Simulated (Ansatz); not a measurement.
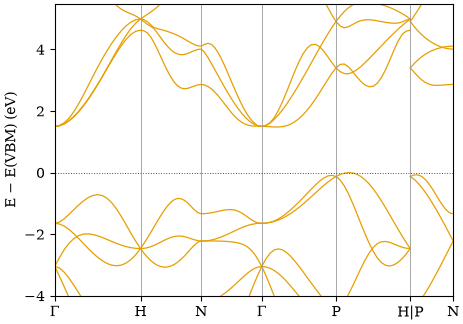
*Band structure from plane-wave PAW PBE (Ansatz code)*

### Question
Read off the gap and where the band edges lie.

### Answer
About 1.5 eV (1.48 eV by a search for the band edges); maximum on the P–H line, 18 % of the way from P, minimum on the Γ–P line, 21 % of the way from Γ.

The material is B in space group I4_132 (No. 214; B on 8a).

The start of the workflow was typed in or built on a structure type; neither database checked (COD, Materials Project) lists it. It is not the phase usual at ambient conditions (space group No. 166). The cell was relaxed with PBE under the symmetry of its start; its stability against distortions is not shown here.

Potentials: the earlier of the program's two PAW sets.
